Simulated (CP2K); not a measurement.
# CH7NOSi (SMILES OCN[SiH3]): PM3

Aim: the energy change on altering one bond length of CH7NOSi at PM3, from 2 runs. 

Program for the calculation: CP2K 2026.2.

4 further runs of the same task are left out: 1 that didn't finish, 3 set aside as unsound or not needed. Runs told in other sessions of the task aren't counted.

## (1) The structure to begin with

The species is CH7NOSi (11 atoms), meant as a singlet with charge 0. As SMILES, `OCN[SiH3]`. The shape is that of a PBE0-D4/def2-TZVP optimisation. This is one conformer, not always the lowest.

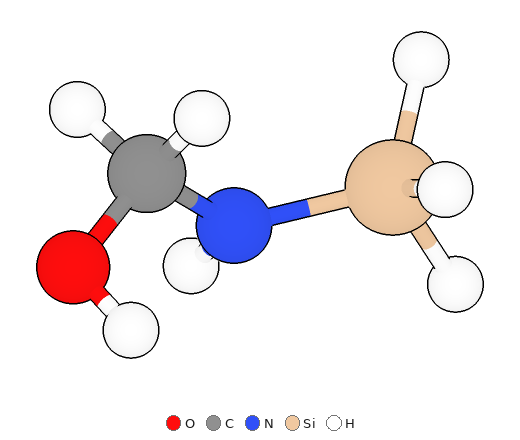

Viewed from a chosen angle; oxygen red, carbon grey, nitrogen blue, silicon light orange, hydrogen white.

## (2) A single-point energy at PM3

The input, molecule.xyz:

```xyz
11

O     -1.208000     1.808500    -0.668400
C     -0.009800     1.197800    -0.260600
N      0.021500    -0.204300    -0.552200
Si     0.472500    -1.425900     0.571200
H     -1.930700     1.291100    -0.299300
H      0.776900     1.753100    -0.781300
H      0.150800     1.320600     0.820400
H      0.033200    -0.410500    -1.539700
H     -0.212700    -1.140500     1.860100
H      1.934400    -1.515500     0.858100
H      0.037100    -2.731600     0.012700
```

The input, gas.inp:

```
&GLOBAL
  PROJECT_NAME gas
  RUN_TYPE ENERGY
  PRINT_LEVEL MEDIUM
&END GLOBAL
&FORCE_EVAL
  METHOD QUICKSTEP
  &DFT
    CHARGE 0
    MULTIPLICITY 1
    &QS
      METHOD PM3
      EPS_DEFAULT 1.0E-10
      &SE
        &COULOMB
          CUTOFF [angstrom] 50
          RC_RANGE [angstrom] 0
        &END COULOMB
        &EXCHANGE
          CUTOFF [angstrom] 50
          RC_RANGE [angstrom] 0
        &END EXCHANGE
      &END SE
    &END QS
    &POISSON
      PERIODIC NONE
      POISSON_SOLVER ANALYTIC
    &END POISSON
    &SCF
      SCF_GUESS ATOMIC
      EPS_SCF 1.0E-06
      MAX_SCF 100
      ADDED_MOS 8
      &DIAGONALIZATION
        ALGORITHM STANDARD
      &END DIAGONALIZATION
      &MIXING
        METHOD DIRECT_P_MIXING
        ALPHA 0.4
      &END MIXING
    &END SCF
    &PRINT
      &MOMENTS
        PERIODIC F
        REFERENCE COM
        MAX_MOMENT 1
      &END MOMENTS
      &MO ON
        ENERGIES T
        OCCUPATION_NUMBERS T
        NDIGITS 6
        &EACH
          QS_SCF 0
        &END EACH
        ADD_LAST NUMERIC
      &END MO
      &HIRSHFELD OFF
      &END HIRSHFELD
    &END PRINT
  &END DFT
  &SUBSYS
    &CELL
      ABC [angstrom] 13.9 14.5 13.4
      PERIODIC NONE
    &END CELL
    &TOPOLOGY
      COORD_FILE_NAME molecule.xyz
      COORD_FILE_FORMAT XYZ
      &CENTER_COORDINATES
      &END CENTER_COORDINATES
    &END TOPOLOGY
  &END SUBSYS
&END FORCE_EVAL
```

Run with:

```
OMP_NUM_THREADS=1 cp2k.psmp gas.inp > gas.out
```

What it wrote, shortened:

```text
CP2K| version string:                                       CP2K version 2026.2
[...]
 GLOBAL| Method name                                                        CP2K
[...]
 GLOBAL| Run type                                                         ENERGY
[...]
                             - Atoms:                                         11
[...]
                             - Spherical basis functions:                     23
[...]
 Number of electrons:                                                         26
[...]
     1 P_Mix/Diag. 0.40E+00    0.0     0.82620164       -21.5031206699 -2.15E+01
[...]
    18 DIIS/Diag.  0.17E-06    0.0     0.00000036       -27.7481131016 -1.36E-11
  *** SCF run converged in    18 steps ***
  Core-core repulsion energy [eV]:                           1650.93259901076613
  Core Hamiltonian energy [eV]:                             -1172.13916897660351
  Two-electron integral energy [eV]:                        -2467.71597387228803
  Electronic energy [eV]:                                   -2405.99715591274753
  Total energy [eV]:                                         -755.06455690198140
  Atomic reference energy [eV]:                               752.89644660353440
  Heat of formation [kcal/mol]:                               -49.99781520348679
[...]
 SE_DIPOLE| Moment [Debye]         -0.44257289       1.13449909      -0.55737771
 SE_DIPOLE| Derivative [a.u.]       0.00000000       0.00000000       0.00000000
 ENERGY| Total FORCE_EVAL ( QS ) energy [hartree]            -27.748113101570780
[...]
```

Run time: 1.1 s. Hardware: 1 thread of Intel Xeon Platinum 8175M at 2.50GHz (Skylake/Cascade Lake), shared host; peak memory 0.19 GiB.

## (3) The distorted shape at the same level

The input, molecule.xyz:

```xyz
11

O     -1.213850     1.911600    -0.174650
C     -0.015650     1.300900     0.233150
N      0.015650    -0.101200    -0.058450
Si     0.466650    -1.322800     1.064950
H     -1.936550     1.394200     0.194450
H      0.771050     1.856200    -0.287550
H      0.144950     1.423700     1.314150
H      0.033200    -0.410500    -1.539700
H     -0.218550    -1.037400     2.353850
H      1.928550    -1.412400     1.351850
H      0.031250    -2.628500     0.506450
```

The input, qs.inp:

```
&GLOBAL
   PROJECT qs
   RUN_TYPE ENERGY
   PRINT_LEVEL MEDIUM
&END
&FORCE_EVAL
   METHOD QS
   &DFT
      CHARGE 0
      MULTIPLICITY 1
      # Quickstep
      &QS
         METHOD PM3
         EPS_DEFAULT 1.0E-10
         &SE
            &COULOMB
               CUTOFF [angstrom] 50
               RC_RANGE [angstrom] 0
            &END
            &EXCHANGE
               CUTOFF [angstrom] 50
               RC_RANGE [angstrom] 0
            &END
         &END
      &END
      &POISSON
         PERIODIC NONE
         POISSON_SOLVER ANALYTIC
      &END
      # self-consistent field
      &SCF
         SCF_GUESS ATOMIC
         EPS_SCF 1.0E-06
         MAX_SCF 100
         ADDED_MOS 8
         &DIAGONALIZATION
            ALGORITHM STANDARD
         &END
         &MIXING
            METHOD DIRECT_P_MIXING
            ALPHA 0.4
         &END
      &END
      # extra output
      &PRINT
         &MOMENTS
            PERIODIC F
            REFERENCE COM
            MAX_MOMENT 1
         &END
         &MO ON
            ENERGIES T
            OCCUPATION_NUMBERS T
            NDIGITS 6
            &EACH
               QS_SCF 0
            &END
            ADD_LAST NUMERIC
         &END
         &HIRSHFELD OFF
         &END
      &END
   &END
   # structure
   &SUBSYS
      # vacuum box
      &CELL
         ABC [angstrom] 13.9 14.5 13.9
         PERIODIC NONE
      &END
      &TOPOLOGY
         COORD_FILE_NAME molecule.xyz
         COORD_FILE_FORMAT XYZ
         &CENTER_COORDINATES
         &END
      &END
   &END
&END
```

Run with:

```
OMP_NUM_THREADS=1 cp2k.psmp -i qs.inp > qs.out 2>&1
```

What it wrote, shortened:

```text
CP2K| version string:                                       CP2K version 2026.2
[...]
 GLOBAL| Method name                                                        CP2K
[...]
 GLOBAL| Run type                                                         ENERGY
[...]
                             - Atoms:                                         11
[...]
                             - Spherical basis functions:                     23
[...]
 Number of electrons:                                                         26
[...]
     1 P_Mix/Diag. 0.40E+00    0.0     0.81749328       -21.6494645419 -2.16E+01
[...]
    19 DIIS/Diag.  0.31E-06    0.0     0.00000073       -27.6741304616 -3.82E-12
  *** SCF run converged in    19 steps ***
  Core-core repulsion energy [eV]:                           1626.69737935729836
  Core Hamiltonian energy [eV]:                             -1167.95993884662153
  Two-electron integral energy [eV]:                        -2423.57765479509089
  Electronic energy [eV]:                                   -2379.74876624416675
  Total energy [eV]:                                         -753.05138688686850
  Atomic reference energy [eV]:                               752.89644660353440
  Heat of formation [kcal/mol]:                                -3.57300809800342
[...]
 SE_DIPOLE| Moment [Debye]         -0.48649493       1.12132452      -0.50106635
 SE_DIPOLE| Derivative [a.u.]       0.00000000       0.00000000       0.00000000
 ENERGY| Total FORCE_EVAL ( QS ) energy [hartree]            -27.674130461594615
[...]
```

Run time: 1.1 s. Hardware: 1 thread of Intel Xeon Platinum 8175M at 2.50GHz (Skylake/Cascade Lake), shared host; peak memory 0.19 GiB.

## (4) Summary of results

Level: PM3.

| quantity | value |
| --- | --- |
| first shape: total energy | -27.74811 Eh |
| first shape: dipole moment | 1.34 D |
| first shape: HOMO energy | -8.82 eV |
| first shape: LUMO energy | 0.35 eV |
| first shape: HOMO–LUMO gap | 9.17 eV |
| first shape: heat of formation | -50.0 kcal/mol |
| distorted shape: total energy | -27.67413 Eh |
| distorted shape: dipole moment | 1.32 D |
| distorted shape: HOMO energy | -8.82 eV |
| distorted shape: LUMO energy | 0.02 eV |
| distorted shape: HOMO–LUMO gap | 8.85 eV |
| distorted shape: heat of formation | -3.6 kcal/mol |
| energy change with the N3–H8 bond stretched from 1.009 to 1.513 Å | 2.013 eV |

In words: One bond (distorted shape) is far stretched, which a spin-restricted single reference describes badly. With the N3–H8 bond stretched from 1.009 to 1.513 Å the energy rises by 2.01 eV (46 kcal/mol). The first shape isn't relaxed at this level, so the change isn't measured from a minimum. A restricted reference can't describe the breaking bond well at this length.
